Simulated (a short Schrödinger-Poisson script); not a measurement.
Structure: symmetric double-gate stack, HfO2 on p-type Si(100), at 77 K.

| layer | material | thickness (nm) | Na (cm⁻³) |
|---|---|---|---|
| 1 | HfO2 | 21 | - |
| 2 | Si | 10 | 2e17 |
| 3 | HfO2 | 21 | - |

Constants are typed, rounded textbook-type inputs, not results; the design itself was drawn at random and stands for no fabricated device. HfO2: permittivity 22, conduction-band edge (eV) 1.55, gap (eV) 5.7, electron mass (mₑ) 0.2. Si: permittivity 11.7, conduction-band edge (eV) 0, gap (eV) 1.124, Nv at 300 K (cm⁻³) 3.1e19.

Channel valleys (confinement mass, in-plane density-of-states mass, number): Δ2 0.916, 0.19, 2; Δ4 0.19, 0.417, 4. At the gates, both at one voltage, the conduction-band edge of layer 1 lies 1.65 eV − eVg above the Fermi level of the channel. Gaps are held at their typed values at every temperature. Mesh 0.03 nm at interfaces.

Solved with a short Schrödinger-Poisson script written for these runs: 1D Poisson equation in equilibrium, electrons quantum, Hartree (BenDaniel-Duke, 12 states a valley, the channel's in-plane mass for all, wave functions ending at the dielectric), parabolic valleys, classical holes, full ionisation, no traps, pinning or gate leakage.

Only gate voltages with over 1e8 electrons/cm² are shown.

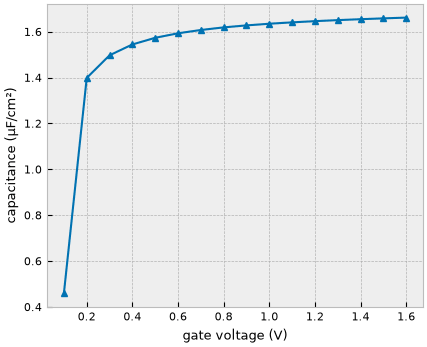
Figure: Quasi-static capacitance against gate voltage

```csv
Vg (V),electrons (cm⁻²),C (μF/cm²),Δ2 E0 (meV),Δ2 E1 (meV),Δ4 E0 (meV),Δ4 E1 (meV)
0.1,2.62e10,0.459,27.6,39.2,43.3,101.9
0.2,7.51e11,1.40,4.7,13.5,20.8,76.6
0.3,1.66e12,1.50,-1.2,5.1,15.8,68.9
0.4,2.61e12,1.54,-5.1,-0.5,13.3,64.2
0.5,3.58e12,1.57,-8.4,-4.9,11.6,60.9
0.6,4.57e12,1.59,-11.3,-8.7,10.4,58.3
0.7,5.57e12,1.61,-14.1,-12.2,9.4,56.1
0.8,6.58e12,1.62,-16.9,-15.4,8.5,54.1
0.9,7.59e12,1.63,-19.6,-18.4,7.7,52.4
1,8.61e12,1.63,-22.4,-21.4,7.0,50.7
1.1,9.63e12,1.64,-25.1,-24.3,6.2,49.2
1.2,1.07e13,1.65,-27.7,-27.1,5.6,47.7
1.3,1.17e13,1.65,-30.4,-29.9,4.9,46.3
1.4,1.27e13,1.65,-33.1,-32.7,4.3,44.9
1.5,1.38e13,1.66,-35.8,-35.5,3.7,43.6
1.6,1.48e13,1.66,-38.5,-38.2,3.1,42.3
```

Subbands count from the Fermi level. The capacitance is that of both gates.
